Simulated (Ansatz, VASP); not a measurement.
## GaN: VASP beside Ansatz

Aim: how closely do two programs agree when they are given the same cell, functional and k mesh? The cell comes out of the VASP series on this material, whose earlier steps may have relaxed, scaled or displaced it; both programs get it as it stands.

Calculated with Ansatz 0.2.0; plane waves, with VASP 6.6.1 beside it; single point at HSE06.

### 1. The starting structure

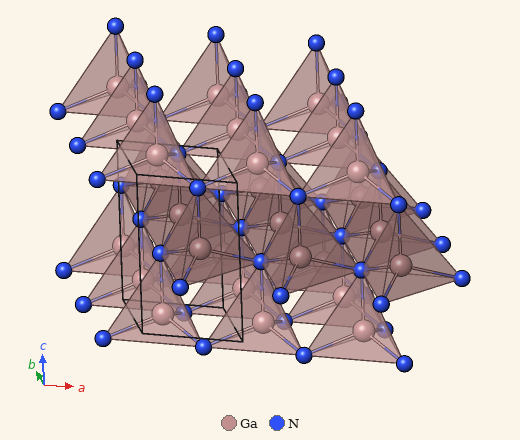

The starting structure, seen slightly off an axis (gallium pink, nitrogen blue). 3×3×1 cells are drawn. Some periodic images of atoms are drawn too.

Structure file:

```cif
data_structure
_symmetry_space_group_name_H-M 'P6_3mc'
_symmetry_Int_Tables_number 186
_cell_length_a 3.2201
_cell_length_b 3.2201
_cell_length_c 5.0964
_cell_angle_alpha 90.000
_cell_angle_beta 90.000
_cell_angle_gamma 120.000
_cell_volume 45.77
loop_
_atom_site_label
_atom_site_type_symbol
_atom_site_symmetry_multiplicity
_atom_site_Wyckoff_symbol
_atom_site_fract_x
_atom_site_fract_y
_atom_site_fract_z
_atom_site_occupancy
Ga1 Ga 2 b 0.33333 0.66667 0.99779 1
N1 N 2 b 0.33333 0.66667 0.37921 1
```

### 2. VASP: single point, HSE06

With cell and atoms fixed, the geometry can't cause a difference; cores, projectors, grids and the points listed under the comparison can.

Lines of VASP's logs that name or quote its potential files are left out, and so is its time.

File INCAR:

```
SYSTEM = GaN
PREC = Accurate
ENCUT = 600
EDIFF = 1E-06
NELM = 100
ISMEAR = 0
SIGMA = 0.02
LREAL = .FALSE.
ALGO = Normal
LHFCALC = .TRUE.
AEXX = 0.25
GGA = PE
HFSCREEN = 0.2
LASPH = .TRUE.
NBANDS = 23
PRECFOCK = Fast
LWAVE = .FALSE.
LCHARG = .FALSE.
KPAR = 4
```

File POSCAR:

```
GaN
1.0
    3.2201276310      0.0000000000      0.0000000000
   -1.6100638160      2.7887123330      0.0000000000
    0.0000000000      0.0000000000      5.0963847220
Ga N
2 2
Direct
    0.3333333333      0.6666666667      0.9977932133
    0.6666666667      0.3333333333      0.4977932133
    0.3333333333      0.6666666667      0.3792067867
    0.6666666667      0.3333333333      0.8792067867
```

File KPOINTS:

```
Automatic mesh
0
Gamma
6 6 3
0 0 0
```

File KPOINTS_OPT:

```
Line mode
6
Line-mode
Reciprocal
  0.00000000   0.00000000   0.00000000
  0.00000000   0.00000000   0.04055574

  0.00000000   0.00000000   0.00000000
 -0.02562496   0.01281248   0.00000000

  0.50000000   0.00000000   0.00000000
  0.50000000   0.00000000   0.50000000

  0.33333333   0.33333333   0.00000000
  0.33333333   0.33333333   0.50000000
```

PAW data sets: Ga_d and N (LDA family, release 64).

Command:

```sh
$ mpirun -np 4 vasp_std
```

Numbers of over 12 decimals in the logs are rounded to 6 here.

Output:

```text
[banner, memory and clock lines left out]
running    4 mpi-ranks, on    1 nodes
 distrk:  each k-point on    1 cores,    4 groups
 distr:  one band on    1 cores,    1 groups

 POSCAR found type information on POSCAR GaN
 POSCAR found :  2 types and       4 ions
|                                                                             |
|               ----> ADVICE to this user running VASP <----                  |
|                                                                             |
|     You enforced a specific xc type in the INCAR file but a different       |
|     [... a line on the potential file left out ...]
|     I HOPE YOU KNOW WHAT YOU ARE DOING!                                     |
|                                                                             |

 LDA part: xc-table for (Slater+PW92), standard interpolation
 found WAVECAR, reading the header
 POSCAR, INCAR and KPOINTS ok, starting setup
 FFT: planning ... GRIDC
 FFT: planning ... GRID_SOFT
 FFT: planning ... GRID
 reading WAVECAR
 the WAVECAR file was read successfully
 initial charge from wavefunction
 entering main loop
       N       E                     dE             d eps       ncg     rms          rms(c)
DAV:   1    -0.295938111723E+02   -0.29594E+02   -0.25320E+00   947   0.380E+01    0.123E+00
DAV:   2    -0.295735352449E+02    0.20276E-01   -0.23128E-01  1054   0.853E+00    0.831E-01
DAV:   3    -0.295604949503E+02    0.13040E-01   -0.40379E-02  1018   0.310E+00    0.486E-01
DAV:   4    -0.295596668778E+02    0.82807E-03   -0.75169E-03  1098   0.102E+00    0.266E-01
DAV:   5    -0.295592756703E+02    0.39121E-03   -0.55551E-04  1067   0.342E-01    0.148E-01
DAV:   6    -0.295591193998E+02    0.15627E-03   -0.16434E-04   927   0.118E-01    0.749E-02
DAV:   7    -0.295590711809E+02    0.48219E-04   -0.24794E-05   911   0.516E-02    0.407E-02
DAV:   8    -0.295590540068E+02    0.17174E-04   -0.56157E-06   780   0.318E-02    0.234E-02
DAV:   9    -0.295590484390E+02    0.55678E-05   -0.38524E-06   823   0.196E-02    0.134E-02
DAV:  10    -0.295590466698E+02    0.17692E-05   -0.11896E-06   538   0.978E-03    0.801E-03
DAV:  11    -0.295590461085E+02    0.56131E-06   -0.52596E-07   469   0.673E-03
   1 F= -.29559046E+02 E0= -.29559046E+02  d E =-.497276E-26
 Start KPOINTS_OPT (optional k-point list driver)
k-point batch [1-14\24]
       N       E                     dE             ncg
DAV:   1     0.178657970773E+04   -0.22418E+04      674
DAV:   2    -0.258652435110E+04   -0.43731E+04      651
DAV:   3    -0.323233939789E+04   -0.64582E+03      735
DAV:   4    -0.327395683441E+04   -0.41617E+02      904
DAV:   5    -0.327491551660E+04   -0.95868E+00      848
DAV:   6    -0.327494649423E+04   -0.30978E-01     1002
DAV:   7    -0.327494763268E+04   -0.11385E-02      799
DAV:   8    -0.327494769989E+04   -0.67205E-04      734
DAV:   9    -0.327494770266E+04   -0.27719E-05      576
DAV:  10    -0.327494770275E+04   -0.92564E-07      532
k-point batch [15-24\24]
       N       E                     dE             ncg
DAV:   1     0.420712839102E+04   -0.15198E+05      474
DAV:   2     0.108975010315E+04   -0.31174E+04      488
DAV:   3     0.694754485328E+03   -0.39500E+03      516
DAV:   4     0.676268590685E+03   -0.18486E+02      592
DAV:   5     0.675868311058E+03   -0.40028E+00      586
DAV:   6     0.675855025935E+03   -0.13285E-01      746
DAV:   7     0.675854726585E+03   -0.29935E-03      579
DAV:   8     0.675854720925E+03   -0.56600E-05      493
DAV:   9     0.675854720645E+03   -0.27978E-06      419
```

OUTCAR, selected parts (step 2):

```text
ion  position               nearest neighbor table
   1  0.333  0.667  0.998-   3 1.94   4 1.95   4 1.95   4 1.95
   2  0.667  0.333  0.498-   4 1.94   3 1.95   3 1.95   3 1.95
   3  0.333  0.667  0.379-   1 1.94   2 1.95   2 1.95   2 1.95
   4  0.667  0.333  0.879-   2 1.94   1 1.95   1 1.95   1 1.95

  LATTYP: Found a hexagonal cell.
 ALAT       =     3.2201276310
 C/A-ratio  =     1.5826654425

 Subroutine GETGRP returns: Found 12 space group operations
 (whereof  6 operations were pure point group operations)

The static configuration has the point symmetry C_3v.
 The point group associated with its full space group is C_6v.

 Found     14 irreducible k-points:

   k-points           NKPTS =     14   k-points in BZ     NKDIM =    108   number of bands    NBANDS=     23

   dimension x,y,z NGX =    28 NGY =   28 NGZ =   42
   dimension x,y,z NGXF=    56 NGYF=   56 NGZF=   84

   ENCUT  =  600.0 eV  44.10 Ry    6.64 a.u.   6.43  6.43 10.18*2*pi/ulx,y,z

   NELECT =      36.0000    total number of electrons

 k-points in reciprocal lattice and weights: Automatic mesh
   0.00000000  0.00000000  0.00000000       0.009
   0.16666667 -0.00000000  0.00000000       0.056
   0.33333333  0.00000000  0.00000000       0.056
   0.50000000  0.00000000  0.00000000       0.028
   0.16666667  0.16666667  0.00000000       0.056
   0.33333333  0.16666667  0.00000000       0.111
   0.33333333  0.33333333  0.00000000       0.019
   0.00000000  0.00000000  0.33333333       0.019
   0.16666667 -0.00000000  0.33333333       0.111
[...]
0.33333333  0.16666667  0.33333333       0.222
   0.33333333  0.33333333  0.33333333       0.037

  exchange ACFDT corr.  =         0.00000000  see jH, gK, PRB 81, 115126

 average (electrostatic) potential at core
       1 -58.0113       2 -58.0113       3 -56.9431       4 -56.9431

 E-fermi :   4.7683

 k-point     1 :       0.0000    0.0000    0.0000
  band No.  band energies     occupation
    ...
     14       3.3083      2.00000
     15       3.3083      2.00000
     16       4.5113      2.00000
     17       4.5113      2.00000
     18       4.6249      2.00000
     19       7.7788      0.00000
     20       9.9249      0.00000
     21      15.7611      0.00000
     22      15.7611      0.00000
     23      15.7629      0.00000

 k-point     2 :       0.1667   -0.0000    0.0000
  band No.  band energies     occupation
    ...
     14       1.5596      2.00000
     15       2.7569      2.00000
     16       2.7633      2.00000
     17       4.2635      2.00000
     18       4.2924      2.00000
     19       9.3578      0.00000
     20      11.2864      0.00000
     21      14.2209      0.00000
     22      15.0807      0.00000
     23      16.4861      0.00000

 k-point     3 :       0.3333    0.0000    0.0000
  band No.  band energies     occupation
    ...
     14      -0.6760      2.00000
     15       0.3986      2.00000
     16       1.8741      2.00000
     17       3.2582      2.00000
     18       3.7354      2.00000
     19      10.7950      0.00000
     20      11.5808      0.00000
     21      12.8939      0.00000
     22      14.6647      0.00000
     23      16.7652      0.00000

  energy-cutoff  :      600.00
  volume of cell :       45.77
      direct lattice vectors                 reciprocal lattice vectors
     3.220127631  0.000000000  0.000000000     0.310546697  0.179294219  0.000000000
    -1.610063816  2.788712333  0.000000000     0.000000000  0.358588438  0.000000000
     0.000000000  0.000000000  5.096384722     0.000000000  0.000000000  0.196217526

 POSITION                                       TOTAL-FORCE (eV/Angst)
 -----------------------------------------------------------------------------------
     -0.00000      1.85914      5.08514        -0.000000     -0.000000     -0.021325
      1.61006      0.92957      2.53695         0.000000      0.000000     -0.021325
     -0.00000      1.85914      1.93258        -0.000000      0.000000      0.021325
      1.61006      0.92957      4.48078         0.000000     -0.000000      0.021325
 -----------------------------------------------------------------------------------
    total drift:                                0.000000      0.000004      0.000114

  FREE ENERGIE OF THE ION-ELECTRON SYSTEM (eV)
  ---------------------------------------------------
  free  energy   TOTEN  =       -29.5590461085 eV

  energy  without entropy=      -29.5590461085  energy(sigma->0) =      -29.55904611

[... 3 further parts left out ...]
```

The PAW data sets were made with LDA, a small mismatch for this functional.

(Part 1 of 2 ends here.)

[Lines on the potential files, build, host, timing and source positions are cut from VASP's logs without a mark.]

[Logs are printed without paths, hosts, clocks, repeated set-up lines and the standing remarks that a program may print on its own settings, such as how far it seeks lower states.]

[Hosts, paths, dates, database ids (printed as entryN), source tags and the programs' standing remarks are cut or masked in the printed files.]
